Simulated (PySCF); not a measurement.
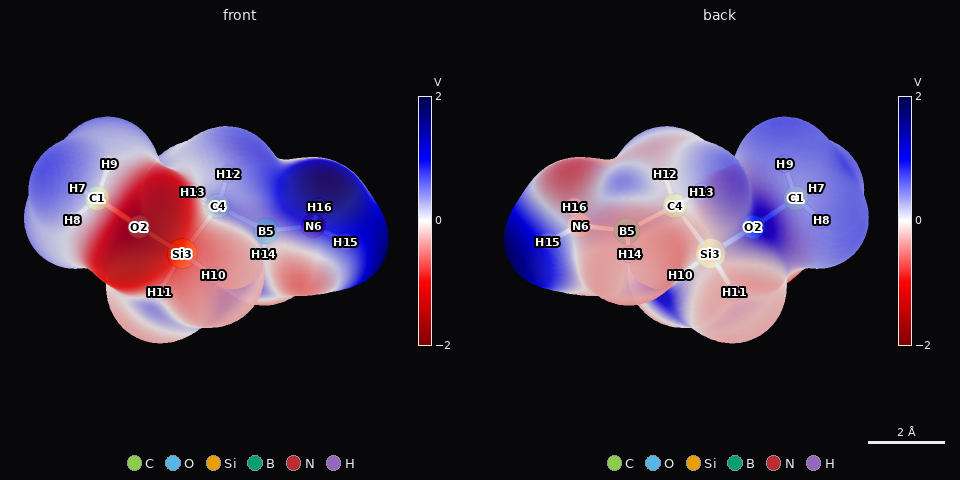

C2H10BNOSi. The molecular electrostatic potential painted on the density surface at 0.002 e/bohr³, seen from the front and from behind; red is negative and blue positive.

Geometry: GFN2-xTB, NEB image 0 of 0 to 8.

Theory: PBE0/pcSseg-1, SCF density, gas phase, non-relativistic in PySCF.

```xyz
16

C     2.9314   -0.2767    0.2991
O     2.0233    0.6275   -0.2494
Si    0.5316    0.3566   -0.8511
C    -0.6578   -0.3995    0.4280
B    -2.1484   -0.3724   -0.0808
N    -2.9833    0.6690    0.2822
H     3.8331    0.2734    0.5734
H     3.1941   -1.0532   -0.4243
H     2.5201   -0.7559    1.1916
H     0.2194    1.7372   -1.2050
H     0.6074   -0.5252   -2.0254
H    -0.5439    0.1591    1.3600
H    -0.3349   -1.4219    0.6344
H    -2.5761   -1.2060   -0.7875
H    -3.9338    0.7688   -0.0309
H    -2.6898    1.4282    0.8744
```

> Where is the surface potential most negative and most positive?

The most negative region (about −1.6 V) lies over O2, the most positive (about +1.8 V) over H15 and H16. O2 is the likeliest acceptor of a hydrogen bond.

> How polar is the molecule by this calculation?

Its dipole moment is 1.63 D.
